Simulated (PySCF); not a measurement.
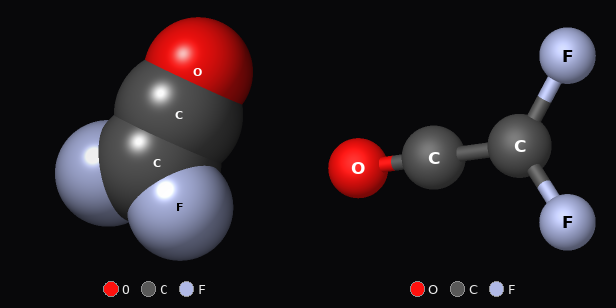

Two views of one molecule.

The geometry was computed by an optimisation with GFN2-xTB. No frequency run is at hand to confirm it as a minimum.

Question: Give the formula.

Answer: C₂F₂O, 5 atoms: 2 carbon, 2 fluorine and 1 oxygen.

Question: Name functional groups in it.

Answer: Among them: C–F bond.

More results for the same structure follow; atom numbers are the same in all pictures, views and colours differ.

**Shape**

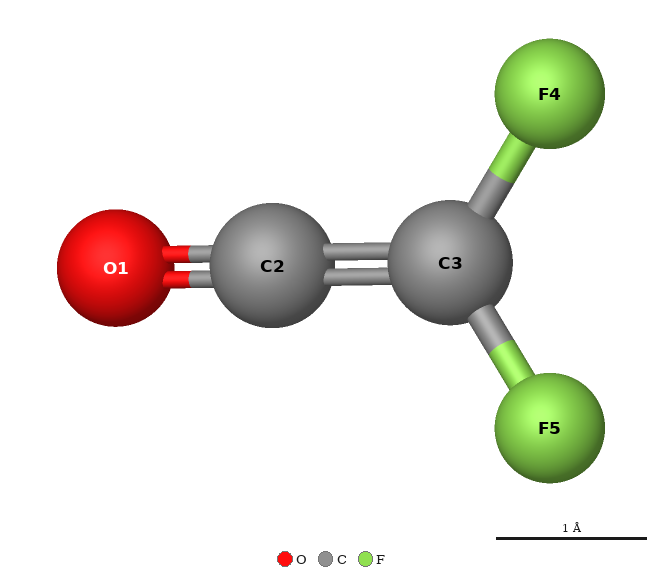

Atoms carry their numbers in the input. No frequency run is at hand to confirm it as a minimum.

What are the angles O1–C2–C3, C2–C3–F4, F4–C3–F5?

```csv
angle,degrees
O1–C2–C3,178.9
C2–C3–F4,123.6
F4–C3–F5,112.8
```

**NMR shielding**

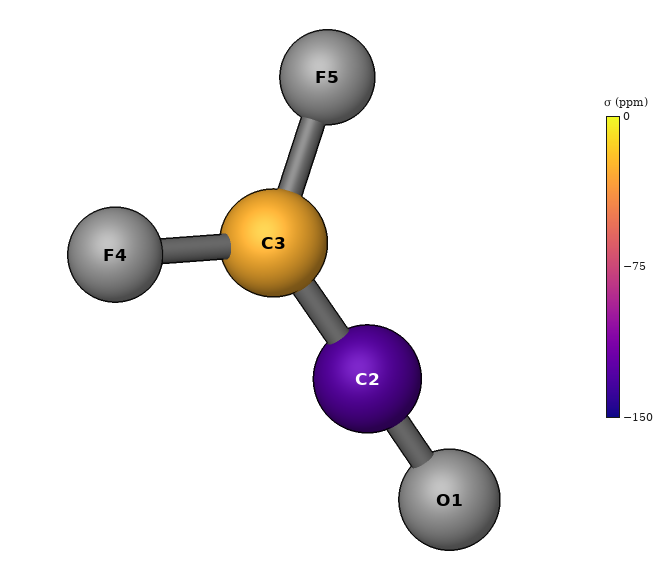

Atoms are coloured by their isotropic NMR shieldings (C only, the others grey). No frequency run is at hand to confirm it as a minimum. Method: GIAO PBE0/pcSseg-1 NMR shielding, non-relativistic, gas phase (PySCF 2.14.0).

List the isotropic NMR shieldings of the C atoms.

```
atom  σ (ppm)
  C2   −126.6
  C3    −25.8
```

**Electronic properties**

No frequency run is at hand to confirm it as a minimum. Properties computed with PBE0/def2-SVPD, gas phase (PySCF 2.14.0). Excitations: vertical, linear response.

Question: Estimate the dipole moment.

Answer: 0.16 D.

Question: What is the LUMO energy (Kohn–Sham orbital)?

Answer: −2.91 eV.

Question: Estimate the HOMO energy (Kohn–Sham orbital).

Answer: −7.26 eV.

Question: What is the brightest of the 6 lowest singlets?

Answer: 8.03 eV.

**Polarisability**

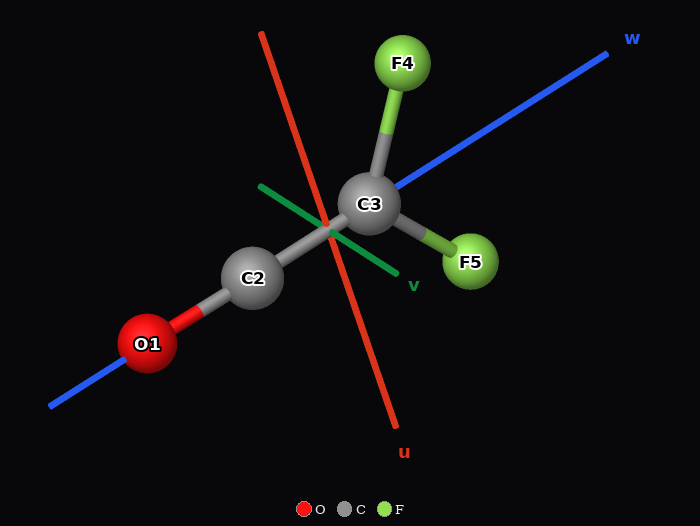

The lines u, v and w are the principal axes of the static dipole polarisability. No frequency run is at hand to confirm it as a minimum. Method: PBE0/def2-SVPD (PySCF 2.14.0).

Question: Along which axis is the molecule most polarisable, and along which least?

Answer: Most along w (in the molecular plane, nearly parallel to the C2–C3 bond), least along v (normal to the molecular plane).

Question: Give the three principal values.

Answer: u 23.5, v 20.2, w 42.8 bohr³; mean 28.8, anisotropy 21.1 bohr³.
